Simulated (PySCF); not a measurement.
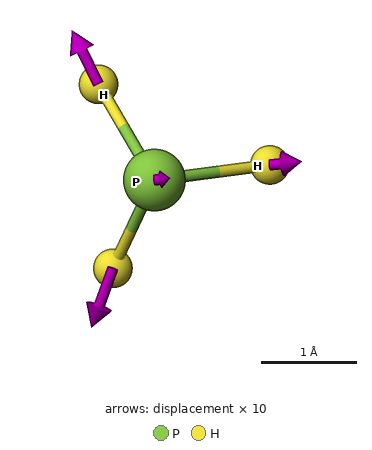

A relaxation of PH3. The starting structure is drawn; purple arrows show the displacements, magnified 10 times. The two geometries are superimposed by the best rigid fit.

Style: ball-and-stick. Shown face on.

The start comes from GFN2-xTB. Its atoms were then displaced at random by about 0.01 Å.

The calculation used PySCF 2.14.0, density-fitted response routines, PBE0-D3(BJ)/def2-SVP geometry optimisation, gas phase. 

**Atoms of which element are displaced furthest, and by how much?**

Hydrogen: up to 0.068 Å, against 0.017 Å for phosphorus.

**What happened in the run?**

The energy falls by 0.111 eV in 3 geometry steps. The largest move after the best rigid fit is that of an H atom, 0.068 Å. By element the largest moves are H 0.068 Å, P 0.017 Å. Some distances before and after: H–P 1.360 → 1.429 Å, H–P 1.416 → 1.429 Å. The run took 1 s on 1 thread of AMD EPYC 7R13 Processor, with other jobs on the host.
